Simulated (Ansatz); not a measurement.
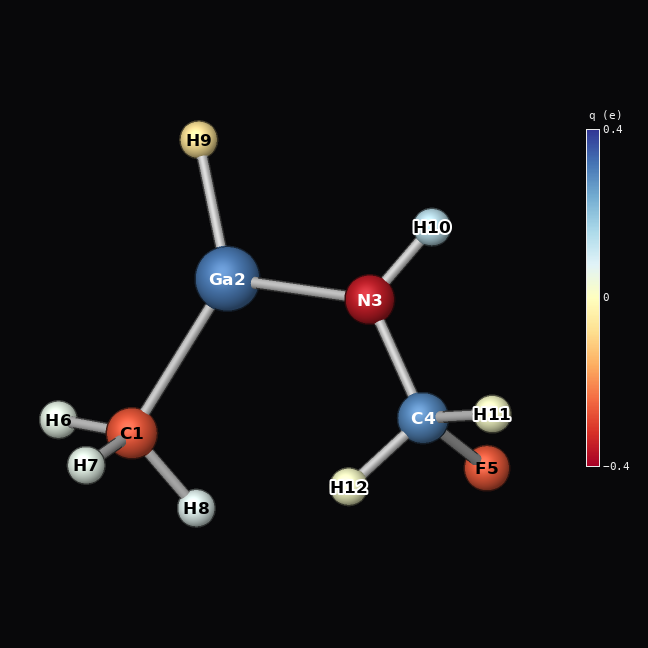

Atoms are coloured by their Mulliken charges. The geometry was computed by an optimisation with PBE-D4/def2-SVP. No frequency run is at hand to confirm it as a minimum. Level of theory: RKS PBE-D4/def2-SVP (Ansatz 0.2.0).

Give the Mulliken charges atom by atom.

```csv
atom,value (e)
C1,−0.27
Ga2,0.31
N3,−0.35
C4,0.29
F5,−0.26
H6,0.06
H7,0.06
H8,0.07
H9,−0.07
H10,0.13
H11,0.01
H12,0.01
```

Mulliken values depend strongly on the basis set and can even reverse the polarity of a bond.
